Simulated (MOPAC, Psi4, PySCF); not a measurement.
Two rigid molecules brought together: H2 ··· HBr (SMILES [H][H] and Br), singlet. Monomers: optimised at B3LYP-D3(BJ) (def2-TZVP), held rigid. Orientation: lowest of the rigid-body minima from ten starts at GFN2-xTB. Only R, the distance of the centres of mass, is varied, so the lowest point isn't the relaxed dimer.

Geometry at R = 3.80 Å (first 2 atoms: monomer A):
```
4

H      0.3719     0.0000     0.0000
H     -0.3719     0.0000     0.0000
Br     0.0133     2.5553     2.8418
H      0.0035     1.6105     1.7754
```

PM3, restricted, heats of formation (MOPAC); HF/aug-cc-pVTZ, counterpoise-corrected (Psi4); B3LYP/def2-TZVP, counterpoise-corrected (Psi4); RMP2/3-21G = restricted MP2 (frozen core)/3-21G, no counterpoise correction in PySCF 2.14.0; PBE/def2-TZVP, counterpoise-corrected (Psi4).

Interaction energies in kcal/mol (negative: bound); R is the distance of the centres of mass, d the H1···H4 distance.

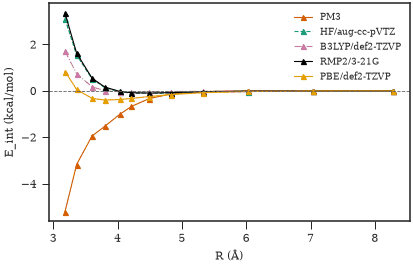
Figure. Interaction energy against separation.

```
R / Å  d / Å    PM3  HF/aug-cc-pVTZ  B3LYP/def2-TZVP  RMP2/3-21G  PBE/def2-TZVP
-----  -----  -----  --------------  ---------------  ----------  -------------
3.18    1.82  -5.20            3.09             1.71        3.34           0.83
3.36    1.99  -3.18            1.54             0.73        1.62           0.06
3.60    2.23  -1.95            0.51             0.17        0.54          -0.33
3.80    2.43  -1.53            0.13             0.00        0.16          -0.40
4.03    2.65  -1.02           -0.05            -0.05       -0.03          -0.38
4.21    2.83  -0.68           -0.10            -0.06       -0.08          -0.33
4.49    3.11  -0.34           -0.11            -0.05       -0.10          -0.25
4.82    3.44  -0.14           -0.09            -0.03       -0.08          -0.17
5.33    3.94  -0.04           -0.06            -0.02       -0.04          -0.08
6.03    4.64   0.00           -0.03            -0.02       -0.02          -0.03
7.03    5.64   0.00           -0.02            -0.01       -0.01          -0.01
8.28    6.89   0.00           -0.01            -0.01        0.00          -0.01
```

Lowest grid point: PM3 -5.20 kcal/mol at R = 3.18 Å; HF/aug-cc-pVTZ -0.11 kcal/mol at R = 4.49 Å; B3LYP/def2-TZVP -0.06 kcal/mol at R = 4.21 Å; RMP2/3-21G -0.10 kcal/mol at R = 4.49 Å; PBE/def2-TZVP -0.40 kcal/mol at R = 3.80 Å.
